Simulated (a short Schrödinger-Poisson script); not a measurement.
Structure: symmetric double-gate stack, SiO2 on p-type Si(100), at 400 K.

```
layer  material  thickness (nm)  Na (cm⁻³)
-----  --------  --------------  ---------
1          SiO2             3.5          -
2            Si               2       1e17
3          SiO2             3.5          -
```

The device is made up for the run: typed textbook-type constants, with dimensions and the other settings drawn at random. SiO2: permittivity 3.9, conduction-band edge (eV) 3.15, gap (eV) 9, electron mass (mₑ) 0.5. Si: permittivity 11.7, conduction-band edge (eV) 0, gap (eV) 1.124, Nv at 300 K (cm⁻³) 3.1e19.

Channel valleys (confinement mass, in-plane density-of-states mass, number): Δ2 0.916, 0.19, 2; Δ4 0.19, 0.417, 4. At the gates, both at one voltage, the conduction-band edge of layer 1 lies 3.64 eV − eVg above the Fermi level of the channel. Gaps are held at their typed values at every temperature. Mesh 0.03 nm at interfaces.

Solved with a short Schrödinger-Poisson script written for these runs: 1D Poisson equation in equilibrium, electrons quantum, Hartree (BenDaniel-Duke, 12 states a valley, the channel's in-plane mass for all, wave functions free to enter the dielectric), parabolic valleys, classical holes, full ionisation, no traps, pinning or gate leakage.

Only gate voltages with over 1e8 electrons/cm² are shown.

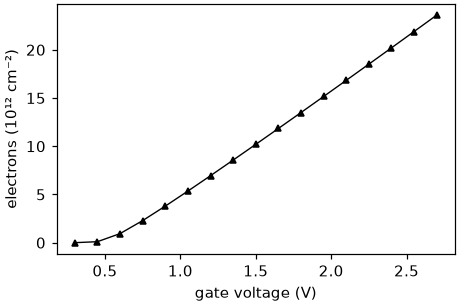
*Sheet density against gate voltage*

```tsv
Vg (V)	electrons (cm⁻²)	C (μF/cm²)	Δ2 E0 (meV)	Δ2 E1 (meV)	Δ4 E0 (meV)	Δ4 E1 (meV)
0.3	1.73e9	0.00813	279.0	538.6	445.5	1242.3
0.6	9.40e11	1.28	59.1	317.8	225.3	1020.6
0.9	3.79e12	1.64	2.5	258.0	167.3	958.2
1.2	6.95e12	1.72	-28.1	224.1	135.2	921.4
1.5	1.02e13	1.75	-51.1	197.7	110.7	892.1
1.8	1.35e13	1.77	-69.9	175.5	90.4	866.9
2.1	1.68e13	1.79	-85.8	156.4	73.1	844.7
2.4	2.02e13	1.81	-99.2	139.7	58.3	825.1
2.7	2.36e13	1.82	-110.6	125.1	45.5	807.6
```

Subbands count from the Fermi level. The capacitance is that of both gates.
